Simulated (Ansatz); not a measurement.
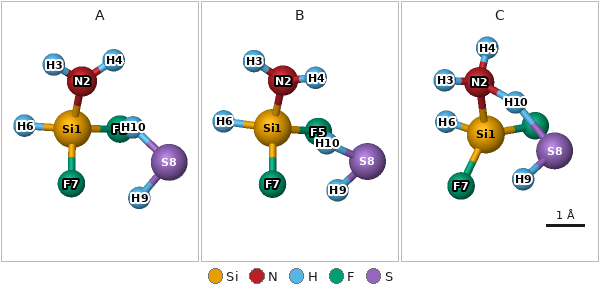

3 geometries from a converged minimum-energy path of SiNH₅SF₂, made up of SiNH3F2 and H₂S, shuffled. The picture is a ball-and-stick view, seen from a free direction.

These are results of RKS PBE-D4/def2-SVP in Ansatz 0.2.0, not measurements. Set-up: 7 movable images; climbing image; force threshold 0.05 eV/Å; iteration limit 60; starting path through a guess of the saddle point.

Q: Which of them lies highest in energy?

A: C. In order along the path, whose images run from 0 to 8: B (image 1, +4.6 kJ/mol), A (image 2, +11.4 kJ/mol), C (image 4, +94.9 kJ/mol). Breaking: S8–H10 (1.36 → 1.67 at the top → 3.30 Å), Si1–N2 (1.70 → 1.86 at the top → 2.25 Å). Forming: N2–H10 (3.48 → 1.31 at the top → 1.03 Å), Si1–S8 (4.09 → 2.67 at the top → 2.16 Å).

Limits of the set-up: the start holds two separate molecules, 2.2 Å apart at their closest, whose relative position is a soft coordinate.

The run took 120 s on 2 threads of AMD EPYC 9R45 96-Core Processor (Zen 5) (shared host), peak memory 0.16 GiB.
